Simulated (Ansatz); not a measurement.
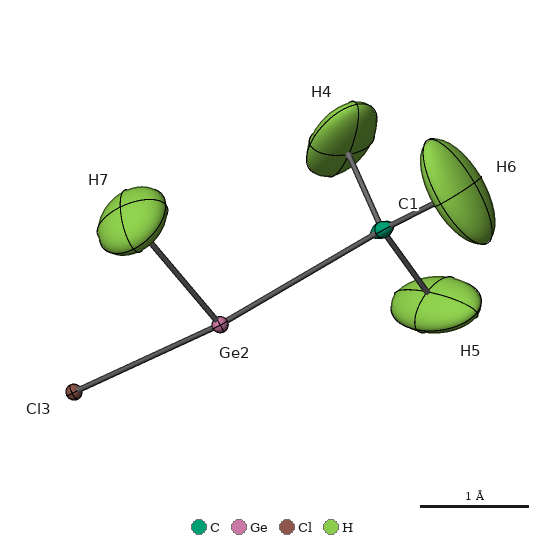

Displacement ellipsoids at the 50 % level, enlarged 1.5 times, from the internal vibrations of the free molecule (harmonic, no overall translation or rotation; no half-axis is drawn under 0.075 Å). The species is neutral and a spin doublet. Vibrations computed with UKS PBE0-D4/def2-TZVP (Ansatz 0.2.0). Temperature: 0 K (zero-point motion alone).

Give the displacement parameters, one line for each set of equivalent atoms.

```
atom  U_eq (Å²)   rms amplitudes (Å)
  C1     0.0019  0.020, 0.041, 0.061
 Ge2    0.00019  0.007, 0.012, 0.019
 Cl3    0.00053  0.009, 0.023, 0.031
  H4     0.0274  0.076, 0.142, 0.237
  H5     0.0273  0.076, 0.138, 0.239
  H6     0.0290  0.091, 0.149, 0.238
  H7     0.0203  0.090, 0.157, 0.168
```
